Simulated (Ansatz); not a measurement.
```yaml
crystal:
  lattice:
    - [3.54703, 0.00000, 0.00000]
    - [-1.77351, 3.07182, 0.00000]
    - [0.00000, 0.00000, 40.97710]
  atoms:
    - { symbol: Ta, position: [0.33333, 0.66667, 0.16667] }
    - { symbol: Ta, position: [0.00000, 0.00000, 0.50000] }
    - { symbol: Ta, position: [0.66667, 0.33333, 0.83333] }
    - { symbol: Tl, position: [0.00000, 0.00000, 0.00000] }
    - { symbol: Tl, position: [0.66667, 0.33333, 0.33333] }
    - { symbol: Tl, position: [0.33333, 0.66667, 0.66667] }
    - { symbol: Tl, position: [0.33333, 0.66667, 0.07590] }
    - { symbol: Tl, position: [0.00000, 0.00000, 0.40924] }
    - { symbol: Tl, position: [0.66667, 0.33333, 0.74257] }
    - { symbol: Tl, position: [0.33333, 0.66667, 0.25743] }
    - { symbol: Tl, position: [0.00000, 0.00000, 0.59076] }
    - { symbol: Tl, position: [0.66667, 0.33333, 0.92410] }
    - { symbol: P, position: [0.66667, 0.33333, 0.12994] }
    - { symbol: P, position: [0.33333, 0.66667, 0.46328] }
    - { symbol: P, position: [0.00000, 0.00000, 0.79661] }
    - { symbol: P, position: [0.00000, 0.00000, 0.20339] }
    - { symbol: P, position: [0.66667, 0.33333, 0.53672] }
    - { symbol: P, position: [0.33333, 0.66667, 0.87006] }
```

Space group R-3m; a structure from a database of computed crystals, not necessarily the ambient phase; a generated structure, not necessarily the stable one.

The calculation used DFT PBE, scalar-relativistic, plane waves, PAW in Ansatz 0.2.0.

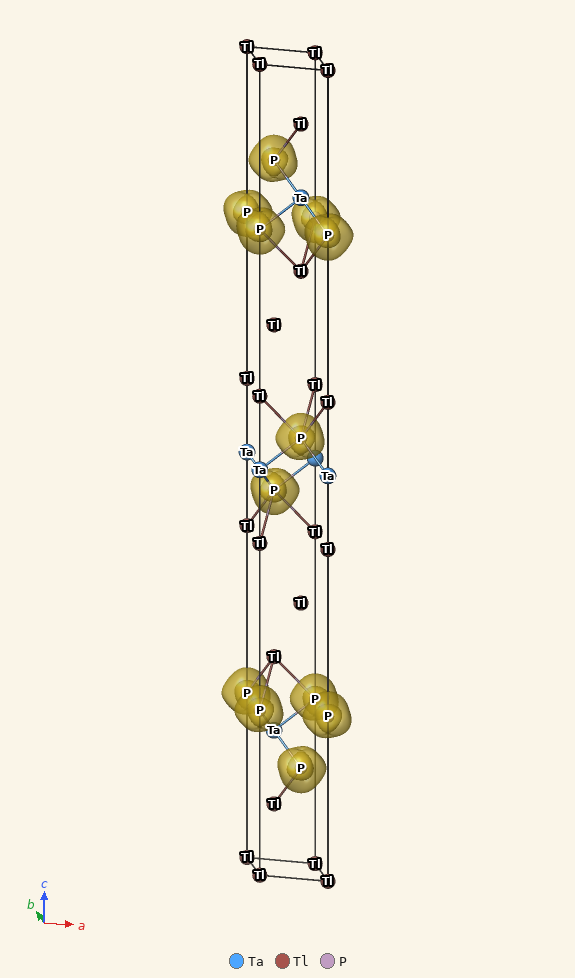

TaTl$_{3}$P$_{2}$. Isosurface of the ELF at 0.7 (yellow), seen slightly off an axis. Core shells and regions of very low density are left out. Sticks mark near contacts.

Core electrons are frozen (PAW), and the valence fields are smoothed inside the atomic spheres.

Where are the electrons localised?

The surface consists of six regions wrapped around P (the valence shell of each), counted in one cell of 18 atoms. Regions shared between cells count once. Profiles from the grid: Ta–P (2.54 Å): the ELF peaks at about 0.85 in the valence shell of P, 0.8 Å from its nucleus, and is about 0.45 at the midpoint. Tl–P (3.02 Å): the ELF peaks at about 0.85 in the valence shell of P, 0.9 Å from its nucleus, and drops to about 0.20 between the two atoms.

What Bader charges does the calculation give?

Electrons move from Ta towards P. Bader charges: Ta +1.52, Tl +0.05 to +0.23 and P −1.02 e.
